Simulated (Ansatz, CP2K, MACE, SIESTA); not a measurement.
# Codes compared on Li+ TFSI- in sulfolane and ethyl methyl carbonate and propylene carbonate at 330 K (178 atoms)

Wanted: errors and costs of other methods on Li+ TFSI- in sulfolane and ethyl methyl carbonate and propylene carbonate at 330 K (178 atoms). A plane-wave run serves as the reference.

Main program and level: Ansatz 0.2.0; Kohn-Sham DFT, PBE, PAW, plane waves.

## Step 1: The structure

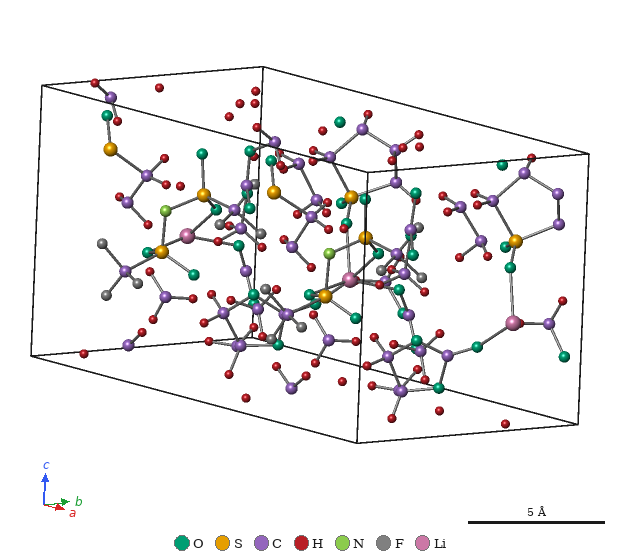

Start, viewed slightly off an axis; oxygen teal, sulfur orange, carbon purple, hydrogen red, nitrogen green, fluorine grey, lithium pink. Bonds to atoms that aren't drawn are left out. Some periodic images of atoms are drawn too.

The cell holds 178 atoms: 34 O, 8 S, 44 C, 76 H, 2 N, 12 F and 2 Li. Its edges and angles: a = 20.236 Å, b = 10.118 Å, c = 10.118 Å, α = 90.0°, β = 90.0°, γ = 90.0°. 2 sulfolane, 2 ethyl methyl carbonate, 1 propylene carbonate, 1 Li+, 1 TFSI- placed at random, at 1.34 g/cm³; overlaps pushed apart, then 10 ps at 550 K with Joung-Cheatham ions (J. Phys. Chem. B 112, 9020 (2008)); MMFF94 bonds, angles, torsions, charges and radii (Halgren, J. Comput. Chem. 17, 490 (1996)) in harmonic and 12-6 forms; charges of ions scaled by 0.8. Snapshot after 30 ps at 330 K and fixed volume. The cell was repeated 2 x 1 x 1. Then every atom was moved at random, 0.03 Å r.m.s. a Cartesian component (hydrogen 0.6 of that).

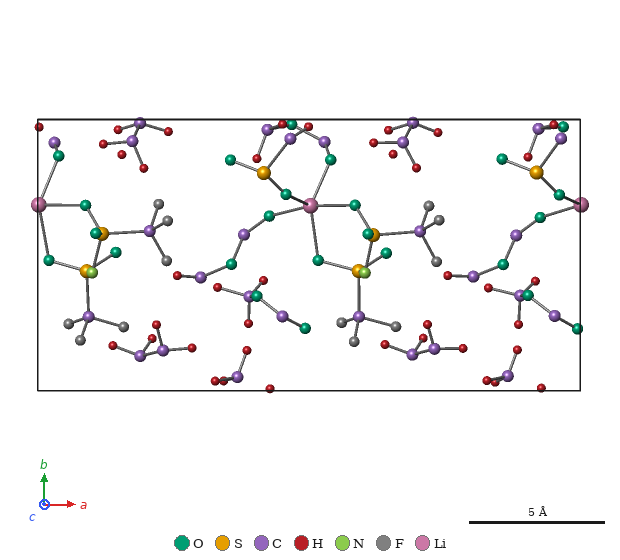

A slice 6 Å thick through the middle of the cell. Bonds to atoms that aren't drawn are left out.

## Step 2: The reference run

The PAW files are the set soft_2.

The input, input.yaml:

```yaml
crystal:
  lattice:
    - [20.2357, 0.0, 0.0]
    - [0.0, 10.11785, 0.0]
    - [0.0, 0.0, 10.11785]
  atoms:
    - { symbol: O, position: [0.15773, 0.06614, 0.93384] }
    - { symbol: S, position: [0.20796, 0.01243, 0.82956] }
    - { symbol: O, position: [0.26795, 0.95851, 0.88405] }
    - { symbol: C, position: [0.17414, 0.91983, 0.703] }
    [... 168 atom lines left out ...]
    - { symbol: H, position: [0.74238, 0.6147, 0.96928] }
    - { symbol: H, position: [0.73194, 0.66229, 0.14065] }
    - { symbol: H, position: [0.81339, 0.43325, 0.00152] }
    - { symbol: H, position: [0.75568, 0.42448, 0.28354] }
    - { symbol: H, position: [0.80938, 0.31694, 0.20272] }
    - { symbol: Li, position: [0.50276, 0.68157, 0.39612] }
kpoints:
  mp_grid: { grid: [1, 1, 1] }
hamiltonian:
  xc: pbe
scf:
  occupations: { method: fermi_dirac, width: 0.05 }
output:
  forces: true
  eigenvalues: true
```

Command:

```console
$ ansatz run input.yaml --threads 16 --pin off --max-ram 31232MiB --backend cpu --events-out ev --progress --plain --runs-dir out
```

The program printed:

```text
[...]
Pseudopotentials: kind: paw
Pseudopotential: O, paw, valence charge 6, recommended cutoff 420 eV (normal), O.paw.azcp
Pseudopotential: S, paw, valence charge 6, recommended cutoff 420 eV (normal), S.paw.azcp
Pseudopotential: C, paw, valence charge 4, recommended cutoff 420 eV (normal), C.paw.azcp
Pseudopotential: H, paw, valence charge 1, recommended cutoff 420 eV (normal), H.paw.azcp
Pseudopotential: N, paw, valence charge 5, recommended cutoff 420 eV (normal), N.paw.azcp
Pseudopotential: F, paw, valence charge 7, recommended cutoff 420 eV (normal), F.paw.azcp
Pseudopotential: Li, paw, valence charge 3, recommended cutoff 420 eV (normal), Li.paw.azcp
[...]
Crystal: 178 atoms, lattice volume = 2071.547 Å³
Basis set: ecut = 420 eV, 40431 PW (Γ), exchange–correlation on 288×144×144 points (8 copies of the dense FFT grid, shifted against one another)
Bands: 480, of which v1, the nominal top of the filled ones, is band 302 counted from 1 (301 counted from 0)
Symmetry: 1 space group operations
Space group: P1 (ITA 1), of the structure as read, at distance tolerance 1.3e-4 Å
k-points: 1
[...]
Initial density: superposition of atomic densities (neutral atoms: chi_scale 0, normalization atom), corrected by the library's trained network
Initial wavefunctions: pseudopotential atomic-orbital guess
[...]
SCF iter   1: F=—  HF=-49605.849714 eV  |F-HF|=—  |Δ(HF+E_count)|=         —  Δρ=6.56e-3  dr2=1.31e0  ethr=1.77e-3  ⟨swp⟩=6.0  Hψ=2296  notcnv=0  defer=56
preconditioner: auto → Resta (q_TF=auto, 2.222 Å⁻¹)  ε∞=2.5  [insulator: Δε(μ)=4.584 eV  Ē_g=15.921 eV  σ=0.050 eV  W_gap=1.00  n_scr=370 (ndim 8)  ℏωp=19.5 eV  f_vac=0.283  D(μ)=0.00/eV (n_scr^D=0)  ε∞_Penn≈2.5]
SCF iter   2: F=—  HF=-49605.482760 eV  |F-HF|=—  |Δ(HF+E_count)|=   3.67e-1  Δρ=3.46e-3  dr2=3.05e-1  ethr=2.16e-4  ⟨swp⟩=2.0  Hψ=834  notcnv=0  defer=170
SCF iter   3: F=—  HF=-49605.424271 eV  |F-HF|=—  |Δ(HF+E_count)|=   5.85e-2  Δρ=1.57e-3  dr2=9.91e-2  ethr=5.05e-5  ⟨swp⟩=3.0  Hψ=599  notcnv=0  defer=40
automatic band count: iteration 3 solves 350 bands in place of 480: the levels show a gap, and the empty bands left out lie too high to hold charge; the band table lists the bands solved (type scf.n_extra_bands for more)
SCF iter   4: F=—  HF=-49605.394295 eV  |F-HF|=—  |Δ(HF+E_count)|=   3.00e-2  Δρ=7.24e-4  dr2=1.39e-2  ethr=1.64e-5  ⟨swp⟩=2.0  Hψ=579  notcnv=0  defer=40
SCF iter   5: F=—  HF=-49605.391637 eV  |F-HF|=—  |Δ(HF+E_count)|=   2.66e-3  Δρ=5.17e-4  dr2=5.54e-3  ethr=2.31e-6  ⟨swp⟩=3.0  Hψ=682  notcnv=0  defer=40
[...]
SCF iter  10: F=—  HF=-49605.392951 eV  |F-HF|=—  |Δ(HF+E_count)|=   3.44e-7  Δρ=5.51e-6  dr2=6.11e-7  ethr=3.05e-10  ⟨swp⟩=2.0  Hψ=610  notcnv=0  defer=40
SCF iter  11: F=-49605.392951 eV  HF=-49605.392951 eV  |F-HF|=3.75e-9  |Δ(HF+E_count)|=   4.71e-8  Δρ=1.38e-6  dr2=4.15e-8  ethr=1.66e-11  ⟨swp⟩=13.0  Hψ=1711  notcnv=0
SCF 1 converged in 11 iterations: F = -49605.392951 eV  dr2 = 4.15e-8
[...]
SCF converged after 11 iterations
Free energy (F): -49605.392951 eV
Harris-Foulkes:  -49605.392951 eV  (|F-HF|=3.75e-9)
Internal energy: -49605.392951 eV  (E = F + TS)
E sigma→0 (E₀):  -49605.392951 eV
Fermi energy:    1.731892 eV
--- Per-component energies (eV) ---
[...]
Σ components = -49605.392951   (vs F -49605.392951, Δ=0.00e0)
--- Forces (eV/Å), atoms counted from 1 ---
  atom   1  O      1.80405403    -1.88226760    -2.90947430
  atom   2  S     -1.02637311     3.17371153     4.54991216
  atom   3  O      0.94467804    -1.36772592     0.56009237
  atom   4  C     -1.34733332    -2.60926374    -1.11470940
[...]
atom 178  Li    -0.17534342    -0.32426798     0.65507611
  max |Σ_I F_I| component: 2.12e-4 eV/Å
--- Band table (eV) ---
  k-point 0: bands = ["-44.0213", "-43.3829", "-29.6735", "-28.5706", [... 334 levels ...], "6.2390", "6.2928", "6.3406", "6.4203", "6.4694", "6.4925", "6.5191", "6.5794", "6.6500", "6.6749", "6.7215", "6.7642"]
```

It took 16 s on 16 threads of Arm Neoverse N1, shared host; peak memory 3.1 GiB; 3.9 min of CPU time.

The run gave:

- free energy: -49605.3930 eV
- free energy per atom: -278.6820 eV/atom
- SCF cycles: 11
- r.m.s. force component: 1.769 eV/Å
- longest force: 9.081 eV/Å
- Fermi energy: 1.732 eV
- gap (highest filled to lowest empty level): 4.414 eV

Neighbours are counted within 1.34 Å (H-C), 1.85 Å (C-C), 1.73 Å (C-O), 1.62 Å (C-F), 2.21 Å (C-S), 1.98 Å (O-S), 2.58 Å (O-Li), 2.08 Å (S-N).

Length of the force by element and coordination:

| element | coordination | atoms | mean length of the force (eV/Å) | spread | least | most |
| --- | --- | --- | --- | --- | --- | --- |
| C | all | 44 | 3.77 | 1.79 | 0.869 | 9.00 |
| C | 3 | 6 | 4.46 | 2.30 | 1.71 | 9.00 |
| C | 4 | 38 | 3.67 | 1.66 | 0.869 | 7.98 |
| F | all | 12 | 1.85 | 1.07 | 0.761 | 4.84 |
| H | all | 76 | 1.38 | 0.857 | 0.237 | 4.05 |
| Li | all | 2 | 0.706 | 0.0454 | 0.661 | 0.752 |
| N | all | 2 | 1.86 | 1.18 | 0.681 | 3.03 |
| O | all | 34 | 2.96 | 1.88 | 0.726 | 9.08 |
| O | 1 | 12 | 2.52 | 1.07 | 1.08 | 4.42 |
| O | 2 | 22 | 3.20 | 2.16 | 0.726 | 9.08 |
| S | all | 8 | 4.98 | 1.63 | 2.83 | 7.21 |

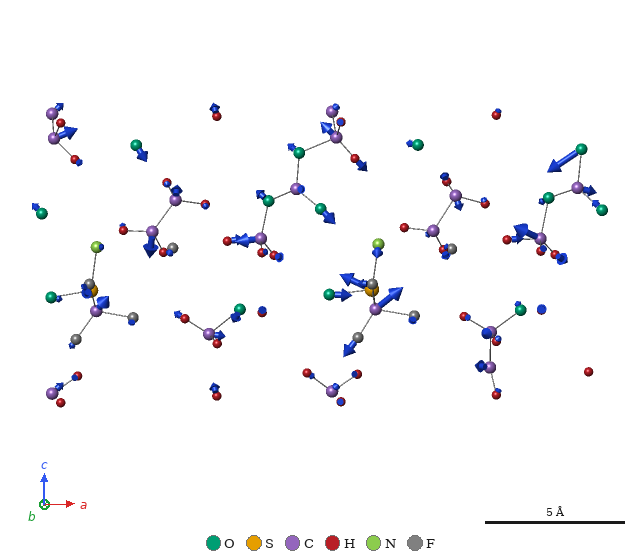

Forces as arrows; the longest in the cell is 9.08 eV/Å. Drawn is a slice 4 Å thick, seen along the normal of the ac plane. Bonds to atoms that aren't drawn are left out.

The levels nearest the highest filled one (over half full), pooled over k-points and spins:

| level less the highest filled one (eV) | occupation |
| --- | --- |
| -0.451 | 2 |
| -0.304 | 2 |
| -0.215 | 2 |
| -0.195 | 2 |
| -0.145 | 2 |
| 0 | 2 |
| 4.41 | 0 |
| 4.50 | 0 |
| 4.59 | 0 |
| 4.64 | 0 |
| 4.76 | 0 |
| 4.95 | 0 |

## Step 3: Local order

Density 1.34 g/cm³, 11.64 Å³ an atom.

Pair distribution functions g(r), in bins of 0.2 Å:

| r (Å) | total | H-H | H-C | H-O | H-F | H-S | H-Li |
| --- | --- | --- | --- | --- | --- | --- | --- |
| 0.90 | 0.05 | 0.00 | 0.26 | 0.00 | 0.00 | 0.00 | 0.00 |
| 1.10 | 3.14 | 0.00 | 14.35 | 0.00 | 0.00 | 0.00 | 0.00 |
| 1.30 | 1.00 | 0.00 | 0.82 | 0.00 | 0.00 | 0.00 | 0.00 |
| 1.50 | 1.18 | 0.00 | 0.00 | 0.00 | 0.00 | 0.00 | 0.00 |
| 1.70 | 0.74 | 3.03 | 0.00 | 0.00 | 0.00 | 0.00 | 0.00 |
| 1.90 | 0.43 | 1.67 | 0.06 | 0.25 | 0.00 | 0.00 | 0.00 |
| 2.10 | 1.25 | 0.00 | 3.07 | 1.66 | 0.96 | 0.00 | 0.00 |
| 2.30 | 1.07 | 1.35 | 1.30 | 0.42 | 0.68 | 2.72 | 0.00 |
| 2.50 | 0.97 | 1.68 | 0.24 | 0.87 | 0.44 | 1.16 | 0.00 |
| 2.70 | 1.06 | 0.90 | 0.64 | 1.71 | 1.23 | 0.00 | 1.46 |
| 2.90 | 0.75 | 0.93 | 0.70 | 1.19 | 0.88 | 0.94 | 0.00 |
| 3.10 | 0.68 | 1.11 | 0.49 | 1.18 | 0.29 | 1.12 | 1.73 |
| 3.30 | 0.95 | 0.52 | 1.11 | 1.24 | 1.23 | 0.52 | 0.51 |
| 3.50 | 0.97 | 0.85 | 1.08 | 1.31 | 0.59 | 0.78 | 0.90 |
| 3.70 | 0.79 | 0.87 | 0.83 | 0.77 | 0.91 | 1.19 | 0.00 |
| 3.90 | 0.84 | 0.99 | 0.82 | 0.65 | 1.08 | 1.00 | 0.69 |
| 4.10 | 0.99 | 0.73 | 0.85 | 1.01 | 1.67 | 0.90 | 1.64 |
| 4.30 | 1.03 | 1.06 | 1.06 | 1.31 | 0.93 | 1.16 | 0.91 |
| 4.50 | 1.02 | 0.89 | 0.90 | 1.06 | 1.16 | 1.94 | 1.08 |
| 4.70 | 1.01 | 0.95 | 0.82 | 1.00 | 0.86 | 0.96 | 1.96 |
| 4.90 | 0.99 | 0.86 | 1.08 | 1.05 | 1.36 | 0.62 | 0.67 |

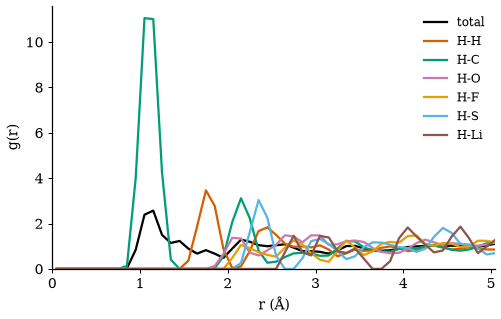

Pair distribution functions, lightly smoothed.

Bonds by pair of elements; cutoffs follow the first minimum of g(r), held within bounds set by covalent radii, and pairs that aren't listed don't count as bonded:

| pair A-B | cutoff (Å) | bonds | mean length (Å) | spread (Å) | shortest (Å) | B about A | A about B |
| --- | --- | --- | --- | --- | --- | --- | --- |
| H-C | 1.34 | 76 | 1.11 | 0.051 | 0.998 | 1 | 1.73 |
| C-C | 1.85 | 20 | 1.51 | 0.047 | 1.43 | 0.909 | 0.909 |
| C-O | 1.73 | 30 | 1.35 | 0.093 | 1.13 | 0.682 | 0.882 |
| C-F | 1.62 | 12 | 1.35 | 0.058 | 1.22 | 0.273 | 1 |
| C-S | 2.21 | 12 | 1.77 | 0.031 | 1.71 | 0.273 | 1.5 |
| O-S | 1.98 | 16 | 1.47 | 0.058 | 1.39 | 0.471 | 2 |
| O-Li | 2.58 | 10 | 2.06 | 0.094 | 1.91 | 0.294 | 5 |
| S-N | 2.08 | 4 | 1.59 | 0.043 | 1.54 | 0.5 | 2 |

How many atoms have how many bonded neighbours:

| element | mean | 1 | 2 | 3 | 4 | 5 |
| --- | --- | --- | --- | --- | --- | --- |
| C | 3.86 | 0 | 0 | 6 | 38 | 0 |
| F | 1 | 12 | 0 | 0 | 0 | 0 |
| H | 1 | 76 | 0 | 0 | 0 | 0 |
| Li | 5 | 0 | 0 | 0 | 0 | 2 |
| N | 2 | 0 | 2 | 0 | 0 | 0 |
| O | 1.65 | 12 | 22 | 0 | 0 | 0 |
| S | 4 | 0 | 0 | 0 | 8 | 0 |

Rings of the network by King's shortest-path rule, up to 12 atoms, one path for each pair of neighbours; H, halogens, alkali and alkaline-earth atoms are left out, and the last column divides by all other atoms, bonded or not:

| ring size (atoms) | rings | per network atom |
| --- | --- | --- |
| 5 | 6 | 0.068 |

## Step 4: The other programs

The programs:
- CP2K 2026.2: Gaussian basis with GTH pseudopotentials and a plane-wave density; labels give functional, basis (MOLOPT sets; SR short-range, UZH the newer set with its own potentials), grid cutoff/relative cutoff and solver (OT: orbital transformation; TRS4, TC2, SIGN: linear-scaling purification with its sparsity filter), or its built-in tight binding.
- MACE: machine-learned potential, published weights.
- SIESTA 5.4.2: numerical atomic orbitals, whose automatically made sets are far from complete, with PseudoDojo norm-conserving potentials that we converted to its format (checked against plane waves on the same files for H, C, O, Si, Ge and Ca alone); labels give functional, basis size, energy shift and mesh cutoff.

All use the same cell and atoms; the electronic-structure runs use the same k-mesh, and an electronic temperature of 580 K (0.05 eV) where levels are smeared.

Differences are against the plane-wave reference, forces as r.m.s. over components; share is that over the reference's r.m.s. force, slope the least-squares factor from reference forces to these. Total energies of different programs have different zeros and aren't compared.

| run | Δ force, r.m.s. (meV/Å) | share (%) | slope | Δ gap (eV) | cores | CPU time | memory (GiB) |
| --- | --- | --- | --- | --- | --- | --- | --- |
| reference | - | - | - | - | 16 | 3.9 min | 3.1 |
| CP2K PBE, DZVP-MOLOPT-SR, 600/40 Ry, OT DIIS | 171 | 9.66 | 1.038 | -0.0974 | 4 | 19 min | 3.8 |
| CP2K PBE, SZV-MOLOPT-SR, 600/40 Ry, OT DIIS (coarse) | 3284 | 186 | 1.450 | -2.70 | 4 | 12 min | 3.5 |
| CP2K PBE, SZV-MOLOPT-SR, 600/40 Ry, SIGN filter 1e-06, SCF 1e-06 (coarse) | 3285 | 186 | 1.456 | - | 4 | 11 min | 3.5 |
| MACE MP-0b2 small potential | 247 | 14.0 | 0.959 | - | 4 | 15 s | 0.82 |
| SIESTA PBE, DZP, shift 0.01 Ry, mesh 350 Ry | 772 | 43.6 | 1.081 | -0.276 | 4 | 9.7 min | 2.4 |
| SIESTA PBE, SZ, shift 0.02 Ry, mesh 350 Ry (coarse) | 3321 | 188 | 1.392 | -2.37 | 4 | 2.7 min | 1.4 |

Rows marked coarse were listed beforehand as settings not expected to be converged; some can still land near the reference.

Times of the machine-learned potentials are mostly Python's start and the loading of weights.

CPU time is summed over cores on a shared host, where runs went side by side, so it is rough. Symmetry, cutoffs, thresholds, outputs and thread counts weren't matched or tuned between programs; memory under MPI is the largest rank's times the ranks.

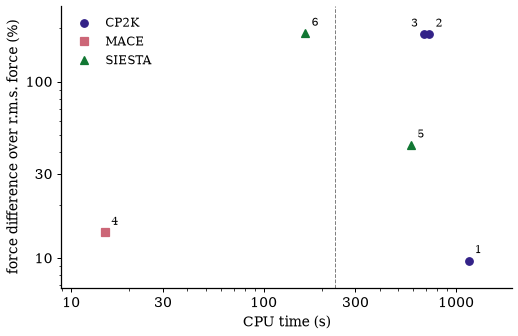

Force difference against CPU time; the dashed line marks the reference's time. Points: 1 CP2K PBE, DZVP-MOLOPT-SR, 600/40 Ry, OT DIIS; 2 CP2K PBE, SZV-MOLOPT-SR, 600/40 Ry, OT DIIS; 3 CP2K PBE, SZV-MOLOPT-SR, 600/40 Ry, SIGN filter 1e-06, SCF 1e-06; 4 MACE MP-0b2 small potential; 5 SIESTA PBE, DZP, shift 0.01 Ry, mesh 350 Ry; 6 SIESTA PBE, SZ, shift 0.02 Ry, mesh 350 Ry.

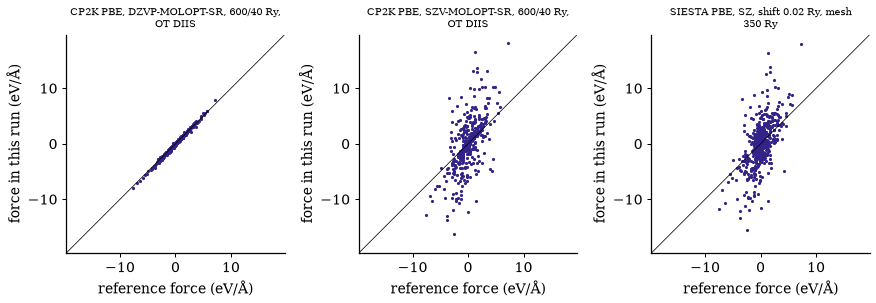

Force components against those of the reference; the line marks equality.

Mean charges by element (e), by run and scheme:

| run | scheme | O | S | C | H | N | F |
| --- | --- | --- | --- | --- | --- | --- | --- |
| CP2K PBE, DZVP-MOLOPT-SR, 600/40 Ry, OT DIIS | Mulliken | -0.27 | +0.77 | -0.07 | +0.09 | -0.37 | -0.09 |
| CP2K PBE, DZVP-MOLOPT-SR, 600/40 Ry, OT DIIS | Hirshfeld | -0.19 | +0.44 | +0.01 | +0.04 | -0.24 | -0.04 |
| SIESTA PBE, DZP, shift 0.01 Ry, mesh 350 Ry | Hirshfeld | -0.16 | +0.43 | +0.03 | +0.02 | -0.24 | -0.03 |

Within one program, basis, potentials and functional, energies share a zero. Each run against its twin at the usual cutoff or grid and solver:

| run | twin | Δ energy (meV/atom) | Δ force, r.m.s. (meV/Å) | CPU time over the twin's |
| --- | --- | --- | --- | --- |
| CP2K PBE, SZV-MOLOPT-SR, 600/40 Ry, SIGN filter 1e-06, SCF 1e-06 | SZV-MOLOPT-SR, 600/40 Ry, OT DIIS | 0.244 | 74.8 | 0.94 |

## Step 5: What came out

```yaml
reference_r_m_s_force_component: 1.77 eV/Å
nearest_in_forces: CP2K PBE, DZVP-MOLOPT-SR, 600/40 Ry, OT DIIS, 9.7 %
farthest_in_forces: SIESTA PBE, SZ, shift 0.02 Ry, mesh 350 Ry (coarse), 188 %
cheapest_electronic_structure_run_beside_the_reference: SIESTA PBE, SZ, shift 0.02 Ry, mesh 350 Ry, 2.7 min of CPU time
```

In words: The PBE runs in local orbitals, coarse settings apart, differ by 9.7 % (CP2K PBE, DZVP-MOLOPT-SR, 600/40 Ry, OT DIIS) to 44 % (SIESTA PBE, DZP, shift 0.01 Ry, mesh 350 Ry); basis, grid and potentials can all enter. Machine-learned potentials differ by 14 % (MACE MP-0b2 small potential); they were trained on other programs' data. Runs with settings chosen to be coarse differ by 186 % (CP2K PBE, SZV-MOLOPT-SR, 600/40 Ry, OT DIIS) to 188 % (SIESTA PBE, SZ, shift 0.02 Ry, mesh 350 Ry), their programs' other errors included. None of the electronic-structure runs in the table takes under half the reference's CPU time of 3.9 min; they take 0.70 to 4.9 times as much. At the same functional, gaps differ from the reference's 4.41 eV by between -2.70 and -0.10 eV. Charges hang on scheme and program or settings: among these rows the mean for S runs from +0.43 to +0.77 e. In the reference: filled and empty levels are parted by 4.41 eV (at Γ alone); a semilocal functional tends to put such gaps too low. In a disordered cell it changes from sample to sample and from frame to frame. In the reference: By these cutoffs 86 % of C atoms have 4, all F atoms have 1, all H atoms have 1 and all Li atoms have 5 bonded neighbours. Machine-learned potentials mimic data converged in k, so the reference's own k-point error enters their differences. The network of contacts between molecules at the start is that of the classical potential that made the cell, and needn't be the one that DFT or experiment would give. The reference's PBE has no dispersion term, which matters for the binding between molecules or layers. The electronic-structure runs sample only Γ, in a cell whose shortest periodic width is 10 Å.

[Also dropped from logs without a mark: logging warnings of Python, and SIESTA's first energy breakdown and zero terms.]

[Logs are printed without paths, hosts, clocks, repeated set-up lines and the standing remarks that a program may print on its own settings, such as how far it seeks lower states.]

[Hosts, paths, dates, database ids (printed as entryN), source tags and the programs' standing remarks are cut or masked in the printed files.]

[The MMFF94 radii named for the starting cell were scaled by 0.96; in molecules described by MMFF94, hydrogen bound to N, O or S took a small fixed 12-6 site in their place.]
